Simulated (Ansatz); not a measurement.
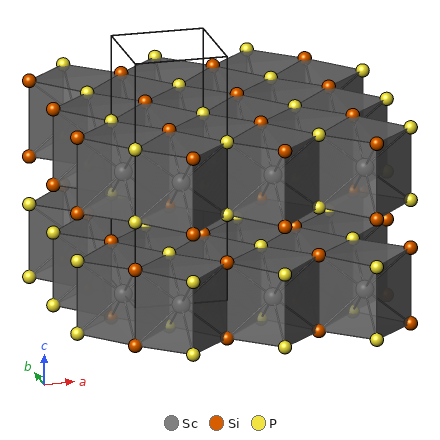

Polyhedra are drawn about Sc (bonds: P–Sc below 3.1 Å and Sc–Si below 3.1 Å); other atoms are plain spheres.

ScSiP (space group I4/mmm, No. 139): coordinates from a relaxation with Ansatz 0.2.0, DFT, PAW plane waves, pbe; the starting structure was generated, so it need not be a known form of this composition.

Sharing among the drawn polyhedra:

```tsv
site	polyhedron	corner-sharing neighbours	edge-sharing	face-sharing	bond (Å)
Sc	ScSi4P4 cube	0	4	4	2.75–2.79
```

They form layers of edge- and face-sharing cubes parallel to (001). Their corner atoms also have P and Si as close neighbours (those links are not drawn).
